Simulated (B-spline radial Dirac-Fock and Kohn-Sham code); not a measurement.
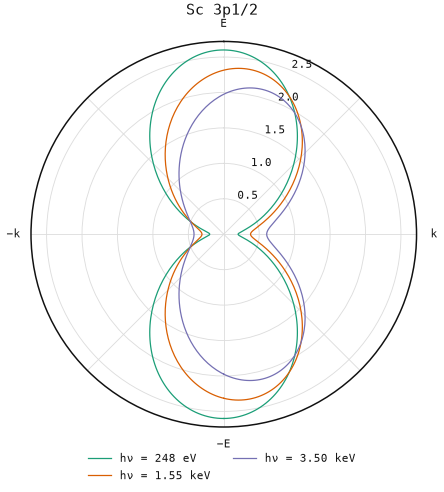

Angular distribution of photoelectrons from M2 (3p1/2) in the plane of the polarisation E (up) and the photon direction k (right), relative to an isotropic one. System: the scandium atom. The calculation used a Dirac–Hartree–Slater potential; 1 + βP₂(cos θ) + (δ + γ cos²θ) sin θ cos φ with E1 and E1–E2 terms (a radial B-spline solver). Open shells are averaged over j.

**Is the pattern at 3.50 keV symmetric between forward and backward?**

No: 45° forward of E it is 1.9 times the value 45° backward, from the non-dipole terms.

**What are β, γ and δ at 3.50 keV?**

β = 0.975, γ = 0.885, δ = 0.093.
